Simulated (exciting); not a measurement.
Consider TlIO3, space group R3m.

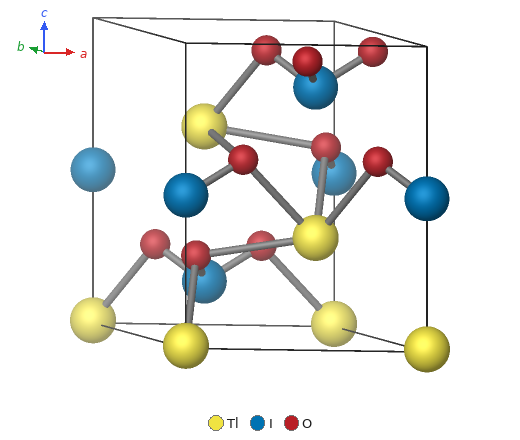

The structure (thallium yellow, iodine blue, oxygen red). Bonds to atoms that aren't drawn are left out. Some periodic images of atoms are drawn too.

```xyz
5
Lattice="3.1508 1.8191 2.6554 -3.1508 1.8191 2.6554 0.0000 -3.6382 2.6554" Properties=species:S:1:pos:R:3 pbc="T T T"
Tl    0.0000    0.0000    0.0697
I     0.0000    0.0000    3.9980
O     0.0000   -1.6059    4.8517
O    -1.3907    0.8029    4.8517
O     1.3907    0.8029    4.8517
```

Absorber: atom 3, with 1 I at 1.82 Å (terminal, site symmetry m). Method: exciting, all-electron LAPW+lo, LDA, exchange and screened direct term (singlet BSE), 3×3×3 shifted k points, 32 conduction bands, |G+q| up to 3 bohr⁻¹, full RPA screening with nempty = 61, Lorentzian half width 0.45 eV.

Question: Predict the O K near-edge structure at this level.

Bound core exciton? Yes on this mesh: the first bright state (over 5 % of the brightest) lies at -1.40 eV from the Kohn–Sham onset; weaker or dark states reach down to -1.46 eV. Maxima (height): -1.4 eV (1.00), -0.4 eV (1.00), 7.2 eV (0.39), 10.6 eV (0.23), 12.3 eV (0.28), 13.8 eV (0.29) and 16.7 eV (0.19).

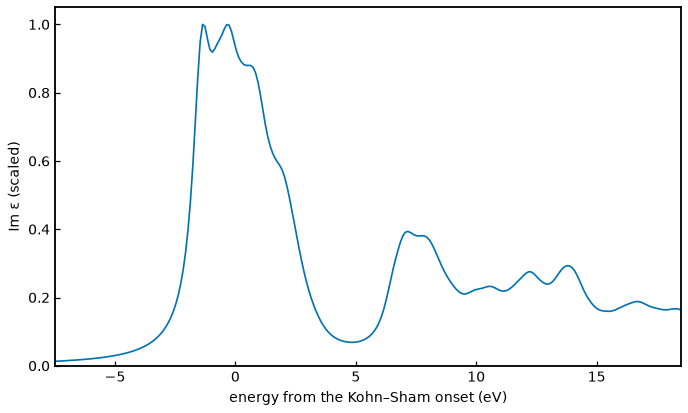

Energy from the Kohn–Sham onset, core level to the lowest empty state found on the meshes used; Im ε in relative units.

A mesh of 27 points doesn't converge binding energies, and fine structure above the first lines is partly noise of the mesh. Exchange and the short-range direct term aren't converged in the kernel cutoff. The zero comes from the shifted mesh, which comes near the band minimum without meeting it. The structure is a Materials Project entry, computed there, and may be a hypothetical form.

[Banner, clock and machine lines of the logs are left out without a mark of their own.]

[Logs are printed without paths, hosts, clocks, repeated set-up lines and the standing remarks that a program may print on its own settings, such as how far it seeks lower states.]

[Hosts, paths, dates, database ids (printed as entryN), source tags and the programs' standing remarks are cut or masked in the printed files.]
